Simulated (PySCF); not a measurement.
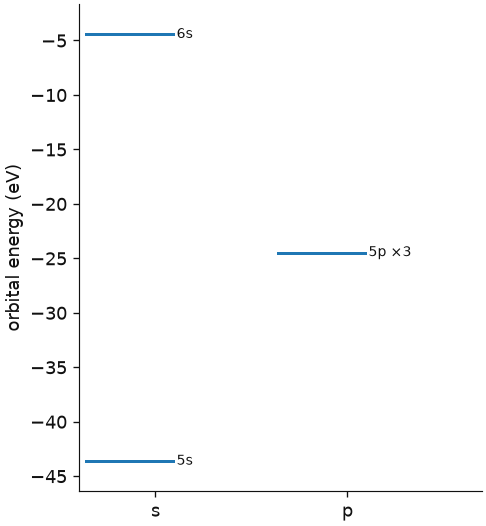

*Orbital energies of the mean field, from the top down to −43.6 eV, by angular momentum; ×n counts the orbitals under one label.*

The highest filled orbital is 6s at −4.44 eV, the lowest empty one p at 0.220 eV.

Run report: Ba, atomic calculation

- system: Ba, configuration 1s2 2s2 2p6 3s2 3p6 3d10 4s2 4p6 4d10 5s2 5p6 6s2, multiplicity 1.
- method: unrestricted HF, aug-cc-pwCVTZ-X2C, spin-free X2C-1e, Gaussian nucleus (PySCF)

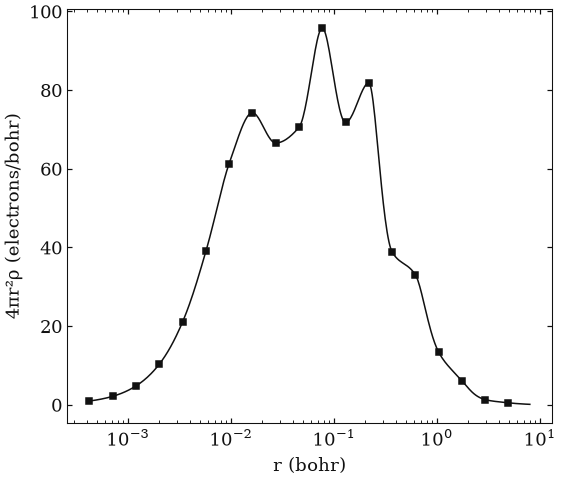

*Spherically averaged radial density 4πr²ρ of the mean field; markers are the stored points, which are sparse, and the line is a monotone interpolation between them.*

The largest stored value is 95.8 electrons/bohr at r = 0.077 bohr. Root-mean-square radii of the shells: 4s 0.715, 4p 0.761, 4d 0.862, 5s 1.76, 5p 2.05, 6s 5.42 bohr.

Input and output of the run follow.

### The input
```python
from pyscf import gto, scf, dft, mp, cc
import basis_set_exchange as bse
mol = gto.M(atom="Ba 0 0 0", charge=0, spin=0, symmetry="D2h",
            basis=gto.basis.parse(bse.get_basis("aug-cc-pwCVTZ-X2C", elements=["Ba"], fmt="nwchem")),
            nucmod="G")
mf = scf.UHF(mol).sfx2c1e()
mf.irrep_nelec = {'Ag': (10, 10), 'B1g': (2, 2), 'B2g': (2, 2), 'B3g': (2, 2), 'B1u': (4, 4), 'B2u': (4, 4), 'B3u': (4, 4)}
mf.kernel()
```

The script is an equivalent of what the driver set up; the driver started from orbitals of its own, so the log can be shorter than this script's would be, and it computed the properties (radii, ⟨L²⟩, response) afterwards. It held the occupations shell by shell, which the script's counts by irreducible representation don't always enforce.

### Log (extracts)
```
damping factor = 0
level_shift factor = 0
DIIS = <class 'pyscf.scf.diis.CDIIS'>
diis_start_cycle = 1
diis_space = 10
diis_damp = 0
SCF conv_tol = 1e-09
SCF conv_tol_grad = None
number electrons alpha = 28  beta = 28
cycle= 1 E= -8131.63435294392  delta_E= -2.18e-11  |g|= 6.54e-07  |ddm|= 0.000317
converged SCF energy = -8131.63435294392  <S^2> = -2.8421709e-14  2S+1 = 1
```

### Key numbers

```tsv
quantity	value
outcome	converged
total energy	−8131.6344 hartree
SCF iterations	1
hardware	1 CPU thread, shared host
CPU time	4 s (integrals apart)
```

### Remarks

Radii and densities are those of the two-component orbitals, without the picture-change correction, so the innermost s shells come out slightly too small (about 1 % for 1s near Z = 40, more for heavier atoms).
